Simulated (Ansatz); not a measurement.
**AlClH2O2···NH3: density, localisation and related maps**

| atom | x (Å) | y (Å) | z (Å) |
| --- | --- | --- | --- |
| Al | -0.0846 | 0.4791 | -0.4500 |
| N | -0.0461 | 0.1417 | 2.6279 |
| H | -0.8868 | -0.1243 | 3.1569 |
| H | 0.7720 | -0.0830 | 3.2086 |
| O | 1.4683 | -0.0594 | -0.9250 |
| H | 1.6402 | -0.8741 | -1.4252 |
| O | -1.6134 | -0.2101 | -0.7838 |
| H | -1.7443 | -1.1256 | -1.0803 |
| Cl | -0.1305 | 2.5370 | 0.3257 |
| H | -0.0711 | 1.1795 | 2.5127 |

Not at a stationary point (largest force 1.4 eV/Å).

Level of theory: Ansatz, RKS BLYP-D4/def2-SVP.

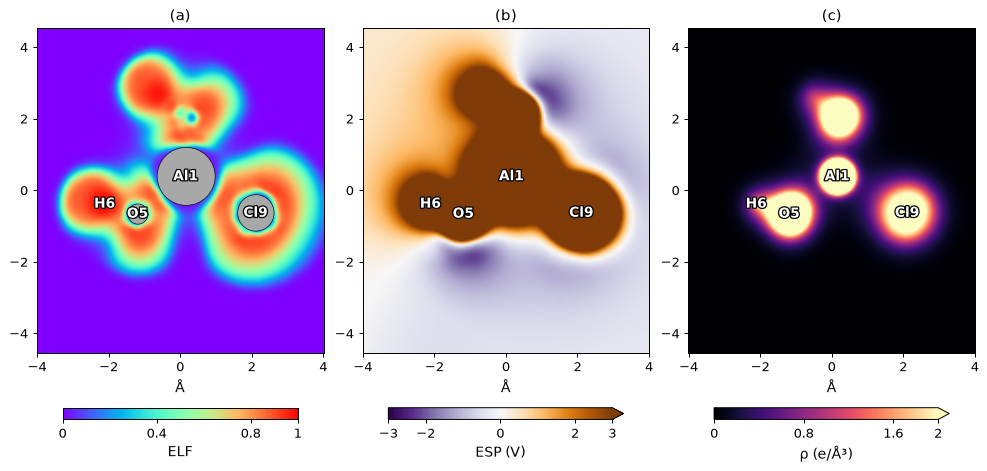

Figure 1. (a) ELF; (b) electrostatic potential; (c) total electron density on the plane of atoms O5, Al1 and Cl9. Grey discs cover the atomic cores in the ELF map.

Q: What does the map show?

A:
- Atoms in the plane: Al, O, H and Cl.
- Al–O (1.71 Å): ρ is about 0.82 e/Å³ halfway; the ELF peaks at about 0.85 in the valence shell of O, 0.6 Å from its nucleus, and is about 0.40 at the midpoint.
- Al–Cl (2.20 Å): ρ is about 0.59 e/Å³ halfway; the ELF peaks at about 0.90 in the valence shell of Cl, 1.0 Å from its nucleus, and is about 0.85 at the midpoint.
- O–H (0.97 Å): ρ at the midpoint is about 3.5 e/Å³; the ELF climbs to about 1 towards the hydrogen, as it does in any bond to H (an ordinary covalent bond to hydrogen).
- The ELF also peaks beside Cl9, O5 and O7, away from the bonds: lone-pair regions.
- Outside the dense part of the complex the potential is most negative (−2.2 V) near O5.

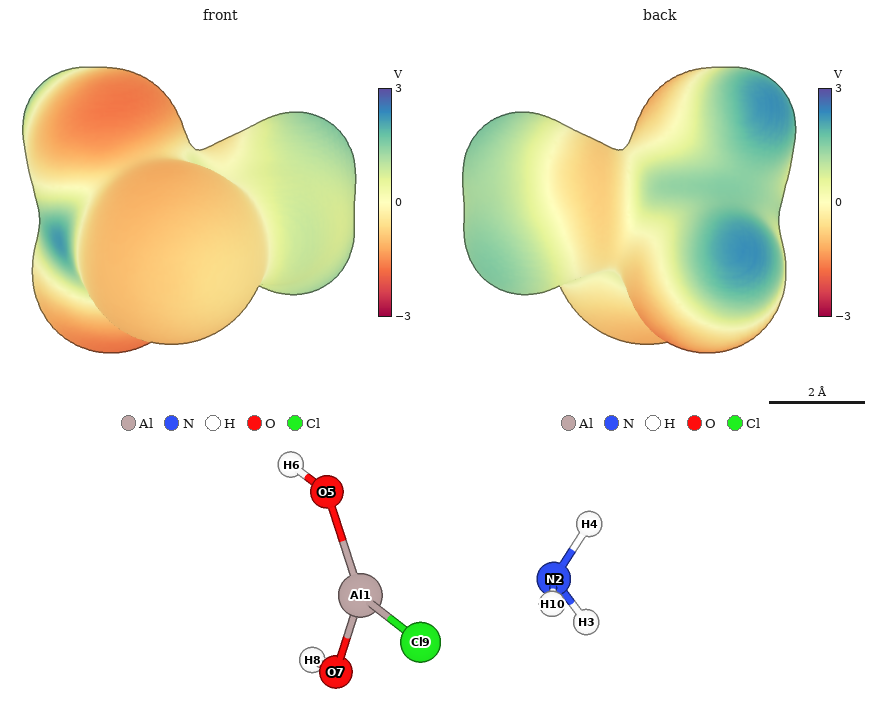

Figure 2. The molecular electrostatic potential painted on the density surface at 0.002 e/bohr³, seen from the front and from behind; red is negative and blue positive. The bare structure is drawn below in the same view.

Q: Which sites attract a positive test charge, and which a negative one?

A: A positive charge is drawn to the negative regions and a negative charge to the positive ones. The most negative region (about −1.7 V, or −39 kcal/mol for a unit charge) lies over O5 and O7, the most positive (about +2.3 V, or +53 kcal/mol for a unit charge) over H6 and H8.

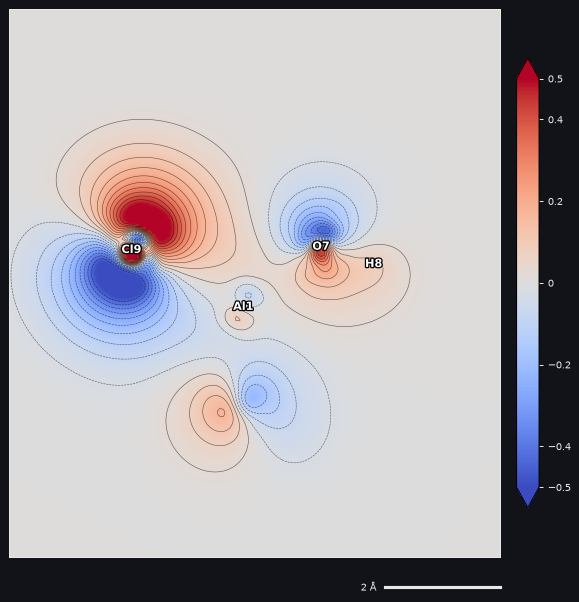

Figure 3. The HOMO−1 on the plane of atoms O7, Al1 and Cl9 (values in Å⁻³ᐟ²; the overall sign is arbitrary).

Q: Where does this orbital lie, and at what energy?

A: Its weight (Hirshfeld) is mainly on Cl9 (about 80 %) and O7 (about 5 %); largely a lone pair of Cl9. Its energy is −6.60 eV.
